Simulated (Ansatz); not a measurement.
## CH$_{7}$BFNOSi: geometry relaxation (part 1 of 2)

CH$_{7}$BFNOSi, SMILES NBOC[SiH2]F, computed with RKS revPBE/6-31G (Ansatz 0.2.0).

It belongs to a series of runs on one base structure; here: end point A relaxed.

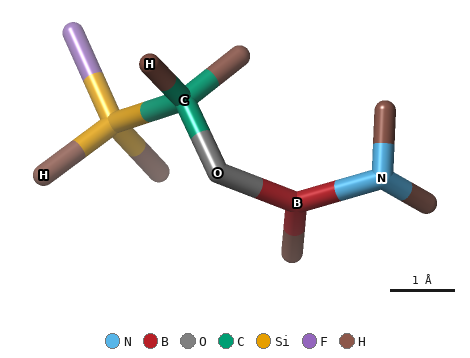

*The starting structure (stick view, seen at a tilt).*

Summary

| quantity | value |
| --- | --- |
| outcome | converged |
| total energy | −15954.3931 eV |
| mean-field energy | −15954.3931 eV |
| largest force (length of the vector) at the end | 0.001 eV/Å |
| hardware | 1 thread of an x86-64 CPU, shared host |
| wall time | 1.8 min |
| peak memory | 0.25 GiB |

The input
```yaml
crystal:
  periodic: [false, false, false]
  atoms:
    - { symbol: "N", position_ang: [-0.532, -2.62, 0.4524] }
    - { symbol: B, position_ang: [-0.0709, -1.2174, 0.8889] }
    - { symbol: O, position_ang: [1.0101, -0.565, 0.1509] }
    - { symbol: C, position_ang: [0.6105, 0.3137, -0.8305] }
    - { symbol: Si, position_ang: [0.3015, 2.0283, -0.1586] }
    - { symbol: F, position_ang: [-0.1962, 3.0826, -1.3807] }
    - { symbol: H, position_ang: [-0.9669, -2.4464, -0.5063] }
    - { symbol: H, position_ang: [-1.3256, -2.82, 1.073] }
    - { symbol: H, position_ang: [-0.5133, -0.6816, 1.8961] }
    - { symbol: H, position_ang: [1.298, 0.3817, -1.6086] }
    - { symbol: H, position_ang: [-0.4117, -0.0528, -1.2969] }
    - { symbol: H, position_ang: [-0.7049, 2.0186, 0.9312] }
    - { symbol: H, position_ang: [1.5217, 2.5435, 0.404] }
basis:
  gaussian: { orbitals: "6-31G" }
hamiltonian:
  xc: revpbe
relax:
  f_tol: 0.015
  max_steps: 40
```

Command:
```bash
ansatz run input.yaml --threads 1 --pin off --max-ram 2048MiB --backend cpu --events-out ev --progress --plain --runs-dir out
```

The program's output
```
The last accepted step is kept in [file] (removed where the run ends without a failure and the disk answers)
Engine: ansatz 0.2.0, x86_64-unknown-linux-gnu
Functional definition: revPBE
  parameter kappa = 1.245
  parameter beta = 0.06672455060314922
  exchange = pbe_x(kappa = kappa, mu = beta*pi^2/3)
  correlation = pbe_c(beta = beta)
986 factors; integrals over basis functions are off by at most 2.1e-4 eV
mean field evaluation 1: about -15941.4893 eV, gradient 7.3e1 eV
mean field evaluation 2: about -15895.1724 eV, gradient 1.5e2 eV
mean field evaluation 4: about -15952.1715 eV, gradient 1.1e1 eV
mean field evaluation 8: about -15952.4541 eV, gradient 3.8e-1 eV
mean field evaluation 16: about -15952.4423 eV, gradient 5.8e-5 eV
mean field -15952.44230655 eV, -586.2414418119 hartree, gradient 5.8e-5 eV, S^2 0.000000; 0 other end points of the search recorded, 0 dependent functions left out
the calculation of the forces begins
reference -15952.44235227 eV, -586.2414434922 hartree; 28, 28 occupied and 44, 44 virtual orbitals, 986 factors
relax step   1: F+E_penalty+E_count = -15952.44230655 eV  Δ(F+E_penalty+E_count) = +0.000e0 eV  max|allowed force component| = 4.015e0 eV/Å  Δτ_max = 0.0000 Å  (27 SCF iters, accepted)
these checks for a lower state are left out or cut short: starts, cluster_reference, orbital_swaps, neighbouring_geometries, increment
986 factors; integrals over basis functions are off by at most 2.0e-4 eV
mean field -15953.33617840 eV, -586.2742909965 hartree, gradient 1.2e-5 eV, S^2 0.000000; 0 other end points of the search recorded, 0 dependent functions left out
[... from here on the field's lines of each further geometry are left out, up to the last ...]
relax step   2: F+E_penalty+E_count = -15953.33617840 eV  Δ(F+E_penalty+E_count) = -8.939e-1 eV  max|allowed force component| = 2.519e0 eV/Å  Δτ_max = 0.1946 Å  (28 SCF iters, accepted)
relax step   3: F+E_penalty+E_count = -15953.72674848 eV  Δ(F+E_penalty+E_count) = -3.906e-1 eV  max|allowed force component| = 2.832e0 eV/Å  Δτ_max = 0.1946 Å  (29 SCF iters, accepted)
relax step   4: F+E_penalty+E_count = -15953.96291995 eV  Δ(F+E_penalty+E_count) = -2.362e-1 eV  max|allowed force component| = 8.728e-1 eV/Å  Δτ_max = 0.2000 Å  (34 SCF iters, accepted)
relax step   5: F+E_penalty+E_count = -15954.08491687 eV  Δ(F+E_penalty+E_count) = -1.220e-1 eV  max|allowed force component| = 5.286e-1 eV/Å  Δτ_max = 0.1997 Å  (29 SCF iters, accepted)
relax step   6: F+E_penalty+E_count = -15954.16999917 eV  Δ(F+E_penalty+E_count) = -8.508e-2 eV  max|allowed force component| = 7.558e-1 eV/Å  Δτ_max = 0.1951 Å  (29 SCF iters, accepted)
relax step   7: F+E_penalty+E_count = -15954.23993510 eV  Δ(F+E_penalty+E_count) = -6.994e-2 eV  max|allowed force component| = 7.338e-1 eV/Å  Δτ_max = 0.1951 Å  (28 SCF iters, accepted)
relax step   8: F+E_penalty+E_count = -15954.28281603 eV  Δ(F+E_penalty+E_count) = -4.288e-2 eV  max|allowed force component| = 5.198e-1 eV/Å  Δτ_max = 0.1961 Å  (29 SCF iters, accepted)
relax step   9: F+E_penalty+E_count = -15954.33558986 eV  Δ(F+E_penalty+E_count) = -5.277e-2 eV  max|allowed force component| = 3.253e-1 eV/Å  Δτ_max = 0.2000 Å  (28 SCF iters, accepted)
relax step  10: F+E_penalty+E_count = -15954.33916620 eV  Δ(F+E_penalty+E_count) = -3.576e-3 eV  max|allowed force component| = 6.368e-1 eV/Å  Δτ_max = 0.1457 Å  (28 SCF iters, accepted)
relax step  11: F+E_penalty+E_count = -15954.36186906 eV  Δ(F+E_penalty+E_count) = -2.270e-2 eV  max|allowed force component| = 2.073e-1 eV/Å  Δτ_max = 0.1384 Å  (28 SCF iters, accepted)
relax step  12: F+E_penalty+E_count = -15954.36887785 eV  Δ(F+E_penalty+E_count) = -7.009e-3 eV  max|allowed force component| = 2.026e-1 eV/Å  Δτ_max = 0.1533 Å  (27 SCF iters, accepted)
relax step  13: F+E_penalty+E_count = -15954.37282870 eV  Δ(F+E_penalty+E_count) = -3.951e-3 eV  max|allowed force component| = 2.837e-1 eV/Å  Δτ_max = 0.1217 Å  (28 SCF iters, accepted)
relax step  14: F+E_penalty+E_count = -15954.37828878 eV  Δ(F+E_penalty+E_count) = -5.460e-3 eV  max|allowed force component| = 1.670e-1 eV/Å  Δτ_max = 0.0477 Å  (29 SCF iters, accepted)
relax step  15: F+E_penalty+E_count = -15954.38184648 eV  Δ(F+E_penalty+E_count) = -3.558e-3 eV  max|allowed force component| = 2.223e-1 eV/Å  Δτ_max = 0.0640 Å  (28 SCF iters, accepted)
relax step  16: F+E_penalty+E_count = -15954.38510622 eV  Δ(F+E_penalty+E_count) = -3.260e-3 eV  max|allowed force component| = 2.127e-1 eV/Å  Δτ_max = 0.1018 Å  (27 SCF iters, accepted)
relax step  17: F+E_penalty+E_count = -15954.38715777 eV  Δ(F+E_penalty+E_count) = -2.052e-3 eV  max|allowed force component| = 2.248e-1 eV/Å  Δτ_max = 0.1029 Å  (26 SCF iters, accepted)
relax step  18: F+E_penalty+E_count = -15954.38921845 eV  Δ(F+E_penalty+E_count) = -2.061e-3 eV  max|allowed force component| = 1.558e-1 eV/Å  Δτ_max = 0.0370 Å  (28 SCF iters, accepted)
relax step  19: F+E_penalty+E_count = -15954.39136997 eV  Δ(F+E_penalty+E_count) = -2.152e-3 eV  max|allowed force component| = 9.021e-2 eV/Å  Δτ_max = 0.0381 Å  (29 SCF iters, accepted)
relax step  20: F+E_penalty+E_count = -15954.39245533 eV  Δ(F+E_penalty+E_count) = -1.085e-3 eV  max|allowed force component| = 2.344e-2 eV/Å  Δτ_max = 0.0487 Å  (28 SCF iters, accepted)
relax step  21: F+E_penalty+E_count = -15954.39281451 eV  Δ(F+E_penalty+E_count) = -3.592e-4 eV  max|allowed force component| = 1.978e-2 eV/Å  Δτ_max = 0.0355 Å  (28 SCF iters, accepted)
relax step  22: F+E_penalty+E_count = -15954.39295839 eV  Δ(F+E_penalty+E_count) = -1.439e-4 eV  max|allowed force component| = 2.520e-2 eV/Å  Δτ_max = 0.0312 Å  (28 SCF iters, accepted)
relax step  23: F+E_penalty+E_count = -15954.39304578 eV  Δ(F+E_penalty+E_count) = -8.739e-5 eV  max|allowed force component| = 1.963e-2 eV/Å  Δτ_max = 0.0195 Å  (29 SCF iters, accepted)
relax step  24: F+E_penalty+E_count = -15954.39305246 eV  Δ(F+E_penalty+E_count) = -6.680e-6 eV  max|allowed force component| = 2.455e-2 eV/Å  Δτ_max = 0.0155 Å  (23 SCF iters, accepted)
relax step  25: F+E_penalty+E_count = -15954.39307605 eV  Δ(F+E_penalty+E_count) = -2.359e-5 eV  max|allowed force component| = 1.612e-2 eV/Å  Δτ_max = 0.0042 Å  (22 SCF iters, accepted)
the calculation of the forces begins
reference -15954.39314084 eV, -586.3131336496 hartree; 28, 28 occupied and 44, 44 virtual orbitals, 986 factors
relax step  26: F+E_penalty+E_count = -15954.39309217 eV  Δ(F+E_penalty+E_count) = -1.612e-5 eV  max|allowed force component| = 9.258e-4 eV/Å  Δτ_max = 0.0015 Å  (20 SCF iters, accepted)
986 factors; integrals over basis functions are off by at most 2.4e-4 eV
mean field evaluation 192: about -15921.0023 eV, gradient 1.3e2 eV
```

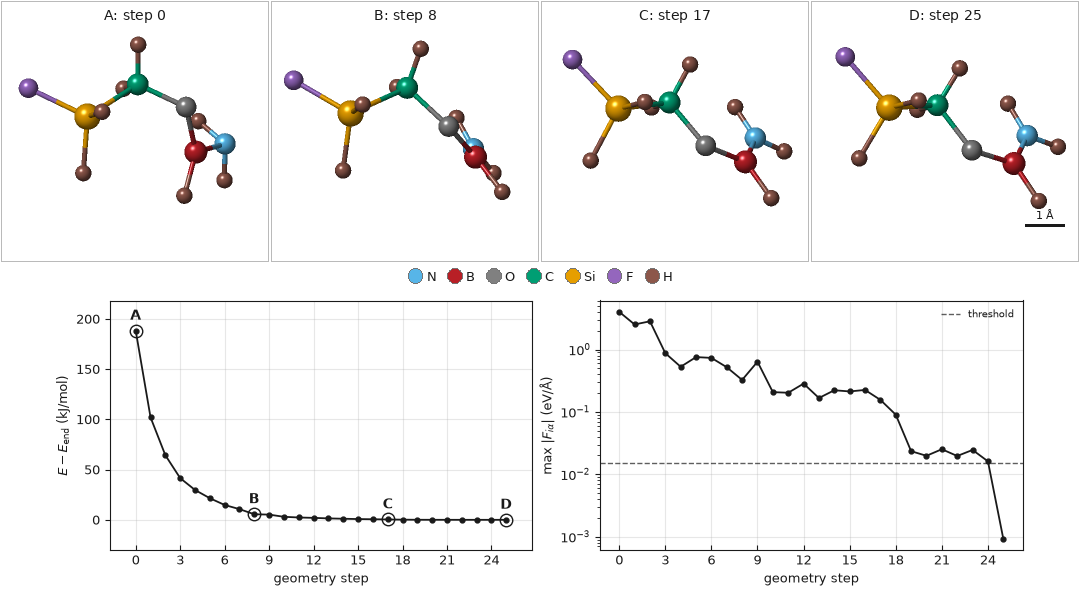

*Frames of the relaxation (ball-and-stick view, seen at a tilt) above the curves, on which the letters mark them (the first geometry is step 0 here and step 1 in the log).*

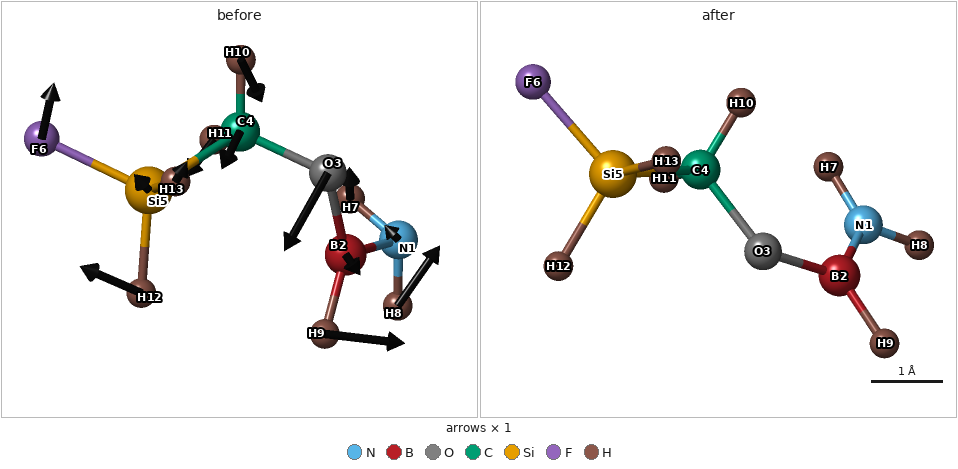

*Before (left) and after (right) the relaxation, at one scale (ball-and-stick view, seen at a tilt). The black arrows give the displacements, at true length.*

O3 moves most after the best rigid fit: 1.27 Å. By element the largest moves are O 1.27 Å, H 1.16 Å, F 0.85 Å, C 0.65 Å, B 0.37 Å, Si 0.35 Å. Among the contacts that change: N1–B2 1.540 → 1.419 Å, O3–C4 1.377 → 1.480 Å, C4–H11 1.182 → 1.107 Å, Si5–H13 1.439 → 1.511 Å. Among the angles that change: B2–N1–H7 103.2° → 125.1°, B2–N1–H8 103.7° → 120.7°, O3–C4–Si5 112.2° → 102.3°. The energy falls by 188.2 kJ/mol in 25 geometry steps. The largest force component goes from 4 to 0.00093 eV/Å. (Atoms are counted from 1 in the order of the input.)

```
mean field -15954.39309217 eV, -586.3131318614 hartree, gradient 6.2e-5 eV, S^2 0.000000; 1 other end points of the search recorded, 0 dependent functions left out
the calculation of the forces begins
reference -15954.39314084 eV, -586.3131336496 hartree; 28, 28 occupied and 44, 44 virtual orbitals, 986 factors
Total energy: -15954.39314084 eV, -586.3131336496 hartree
Atom 0 at    -0.457585    -2.437905     0.227474 Å, force     0.000062    -0.000229     0.000747 eV/Å
Atom 1 at    -0.086184    -1.440940     1.165915 Å, force    -0.000162     0.000243    -0.000926 eV/Å
Atom 2 at     0.130353    -0.084906     0.830580 Å, force     0.000162     0.000260     0.000100 eV/Å
Atom 3 at    -0.014803     0.416218    -0.554260 Å, force     0.000312     0.000008     0.000293 eV/Å
Atom 4 at     0.410389     2.291444    -0.359775 Å, force    -0.000017    -0.000177     0.000214 eV/Å
Atom 5 at     0.290653     3.054131    -1.907478 Å, force    -0.000171     0.000109    -0.000440 eV/Å
Atom 6 at    -0.603950    -2.279865    -0.767486 Å, force     0.000030     0.000093    -0.000238 eV/Å
Atom 7 at    -0.600925    -3.400173     0.521498 Å, force    -0.000182    -0.000092    -0.000247 eV/Å
Atom 8 at     0.066373    -1.711619     2.325755 Å, force     0.000003     0.000037     0.000051 eV/Å
Atom 9 at     0.687199    -0.095565    -1.239920 Å, force    -0.000169    -0.000164     0.000119 eV/Å
Atom 10 at    -1.045517     0.264641    -0.927691 Å, force     0.000127    -0.000147     0.000130 eV/Å
Atom 11 at    -0.586878     2.946616     0.567707 Å, force     0.000049    -0.000019     0.000076 eV/Å
Atom 12 at     1.831174     2.443123     0.132581 Å, force    -0.000043     0.000077     0.000120 eV/Å
Dipole moment:    -0.154855    -0.623707    -0.149360 e Å
```

Trajectory as extended XYZ (Å, eV, eV/Å), 26 frames, from step=1 to step=26
```
13
Properties=species:S:1:pos:R:3:forces:R:3 step=1 energy=-15952.44231
N    -0.5320   -2.6200    0.4524   -0.8422   3.7458  -0.3357
B    -0.0709   -1.2174    0.8889    1.0747  -1.6823  -0.0249
O     1.0101   -0.5650    0.1509   -0.3547  -2.4470   2.6203
C     0.6105    0.3137   -0.8305   -4.0145   0.4742  -1.7477
Si    0.3015    2.0283   -0.1586   -0.3982   0.3832   0.8273
F    -0.1962    3.0826   -1.3807   -0.3977   0.5771  -0.8363
H    -0.9669   -2.4464   -0.5063    0.9841  -1.0475   0.4892
H    -1.3256   -2.8200    1.0730   -0.1461  -0.6558   0.1867
H    -0.5133   -0.6816    1.8961    0.2122  -0.3011  -0.2008
H     1.2980    0.3817   -1.6086    1.6344  -0.1585  -1.8254
H    -0.4117   -0.0528   -1.2969    1.4767   0.5969   0.0840
H    -0.7049    2.0186    0.9312   -0.5299  -0.0613   0.2746
H     1.5217    2.5435    0.4040    1.3014   0.5763   0.4887
13
Properties=species:S:1:pos:R:3:forces:R:3 step=2 energy=-15953.33618
N    -0.5901   -2.5608    0.5098   -1.0108   2.5186  -1.1111
B    -0.0255   -1.2561    0.9734   -0.1478  -1.1873  -0.9783
O     0.9645   -0.5972    0.1483   -0.3310  -1.0467   1.1992
C     0.5531    0.3192   -0.8633   -1.4078   0.2512  -1.2792
Si    0.3116    2.0695   -0.1370   -0.1542  -0.0524   0.5455
F    -0.2124    3.1090   -1.3836   -0.1968   0.3868  -0.4664
H    -0.8161   -2.5603   -0.5530    0.9178  -0.5898   1.8738
H    -1.4474   -2.8106    1.0395    0.4977  -0.2962  -0.1912
H    -0.4468   -0.7202    1.9736    0.3126  -0.2942   0.1724
H     1.2919    0.3621   -1.6562    0.6174  -0.1191  -0.3602
H    -0.4054   -0.0138   -1.3841    0.6160   0.2205   0.3638
H    -0.7463    2.0308    0.9338   -0.1198   0.0258   0.0925
H     1.5893    2.5936    0.4137    0.4067   0.1827   0.1391
13
Properties=species:S:1:pos:R:3:forces:R:3 step=3 energy=-15953.72675
N    -0.6623   -2.4651    0.5375   -1.4987  -0.1505  -2.4968
B    -0.0860   -1.2364    0.9678    0.2903  -0.3643   0.2069
O     0.8996   -0.6095    0.1421   -0.1553   0.0666   0.1481
C     0.5253    0.3338   -0.9111    0.3089   0.1861  -0.4753
Si    0.3123    2.0983   -0.1263    0.0928  -0.1809   0.1232
F    -0.2220    3.1470   -1.3845   -0.0583   0.2002  -0.1131
H    -0.6861   -2.7049   -0.5483    0.3791   0.3359   2.8319
H    -1.5030   -2.8402    1.0286    0.8638   0.0888  -0.2945
H    -0.3590   -0.7902    2.0681    0.0899  -0.1511  -0.1904
H     1.3276    0.3382   -1.6838   -0.1214   0.0025   0.3438
H    -0.3952    0.0252   -1.4382   -0.1686  -0.0399  -0.0061
H    -0.7624    2.0490    0.9459    0.0820   0.0271  -0.0439
H     1.6316    2.6202    0.4170   -0.1046  -0.0204  -0.0339
13
Properties=species:S:1:pos:R:3:forces:R:3 step=4 energy=-15953.96292
N    -0.7759   -2.3445    0.4255   -0.7561  -0.2568   0.0379
B    -0.0952   -1.2312    0.9920   -0.1091  -0.6549  -0.0621
O     0.9208   -0.5596    0.2501   -0.1854   0.5213   0.1736
C     0.5614    0.2848   -0.8896    0.1449   0.2601  -0.7074
Si    0.3145    2.1128   -0.2116   -0.2144  -0.1061   0.6204
F    -0.3704    3.2551   -1.3198    0.1017  -0.1857  -0.1534
H    -0.7350   -2.6500   -0.5676    0.1506   0.1475   0.8728
H    -1.4584   -2.8626    1.0168    0.5141   0.3810  -0.6794
H    -0.3736   -0.9196    2.1275    0.2410  -0.0441  -0.0399
H     1.3991    0.2741   -1.6092    0.0396  -0.0933   0.0804
H    -0.3287   -0.0981   -1.4310   -0.0106   0.1014   0.1021
H    -0.6685    2.0161    0.9497    0.0957  -0.0058  -0.1128
H     1.6301    2.6878    0.2822   -0.0120  -0.0645  -0.1320
13
Properties=species:S:1:pos:R:3:forces:R:3 step=5 energy=-15954.08492
N    -0.8172   -2.2790    0.4214   -0.5286  -0.2997   0.0492
B    -0.0510   -1.2482    1.0144    0.0492  -0.1538  -0.0869
O     0.9180   -0.5149    0.2633   -0.1037   0.3148   0.3694
C     0.5747    0.2858   -0.9187   -0.1021   0.1484  -0.2337
Si    0.2720    2.0898   -0.2077    0.0523   0.0387   0.1552
F    -0.3384    3.2431   -1.3574    0.0746  -0.2542   0.0182
H    -0.7333   -2.6009   -0.5507   -0.0317   0.1352   0.3480
H    -1.5244   -2.7767    0.9837    0.4031   0.1782  -0.3952
H    -0.2154   -1.0233    2.1915    0.1932   0.0030  -0.0858
H     1.4315    0.2686   -1.6150   -0.0879  -0.0580   0.0478
H    -0.3252   -0.1035   -1.4335    0.0729  -0.0071  -0.0754
H    -0.7527    1.9819    0.9069    0.0238  -0.0259  -0.0792
H     1.5819    2.6424    0.3166   -0.0152  -0.0196  -0.0316
13
Properties=species:S:1:pos:R:3:forces:R:3 step=6 energy=-15954.17000
N    -0.8729   -2.2102    0.3928    0.0779   0.1589   0.7558
B    -0.0338   -1.2501    1.0464   -0.0610  -0.2787  -0.2785
O     0.8915   -0.4242    0.3310   -0.3006   0.0073   0.4486
C     0.5695    0.2879   -0.9257    0.0328   0.1428   0.0696
Si    0.2656    2.0850   -0.2071   -0.0952  -0.0750  -0.2962
F    -0.3320    3.1942   -1.4100    0.1030  -0.1673   0.1506
H    -0.7860   -2.4965   -0.5760   -0.0707   0.0654  -0.2219
H    -1.5201   -2.7802    0.9491    0.2313   0.1841  -0.2592
H    -0.0779   -1.1438    2.2595    0.1112  -0.0365  -0.3501
H     1.4513    0.2465   -1.5875   -0.0867  -0.0553   0.0169
H    -0.3109   -0.1374   -1.4431    0.0560   0.0361  -0.0124
H    -0.7947    1.9519    0.8661    0.0396   0.0326  -0.0225
H     1.5707    2.6423    0.3193   -0.0378  -0.0143  -0.0005
13
Properties=species:S:1:pos:R:3:forces:R:3 step=7 energy=-15954.23993
N    -0.8845   -2.1474    0.3895   -0.3570  -0.5783   0.0806
B    -0.0079   -1.2894    1.0730    0.6233   0.7338  -0.0274
O     0.8585   -0.3554    0.4072   -0.3334  -0.2263   0.2674
C     0.5635    0.2807   -0.9125    0.0944   0.0058   0.3067
Si    0.2425    2.0745   -0.2280   -0.0450   0.0135  -0.3417
F    -0.3108    3.1566   -1.4753    0.0676  -0.1234   0.1754
H    -0.8565   -2.3333   -0.6098   -0.1445   0.0931  -0.0669
H    -1.4963   -2.7706    0.9213    0.1197   0.0936  -0.2150
H     0.0499   -1.2895    2.2818    0.0585  -0.0371  -0.2028
H     1.4645    0.2093   -1.5453   -0.0831  -0.0262   0.0297
H    -0.2996   -0.1699   -1.4353    0.0292   0.0183   0.0345
H    -0.8367    1.9663    0.8246   -0.0204   0.0300  -0.0350
H     1.5338    2.6332    0.3237   -0.0095   0.0030  -0.0054
```
